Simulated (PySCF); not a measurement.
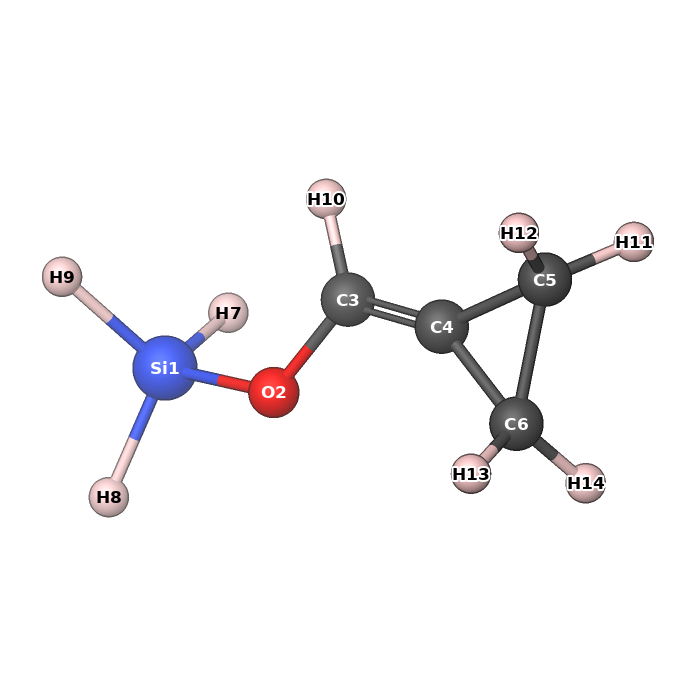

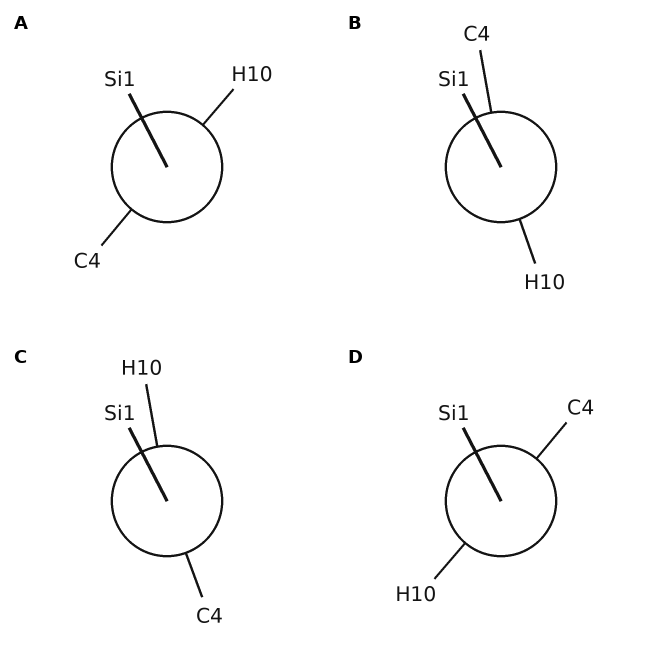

Atoms fade into the background with distance from the viewer. Bonds that would overlap in a projection are set slightly apart. The computed structure is the end point of a PBE0-D3(BJ)/def2-SVP optimisation. No frequency run is at hand to confirm it as a minimum.

Which Newman projection shows the view along O2–C3, with O2 in front?

Answer. C. The torsion angle Si1–O2–C3–C4 is −173°, antiperiplanar (anti).
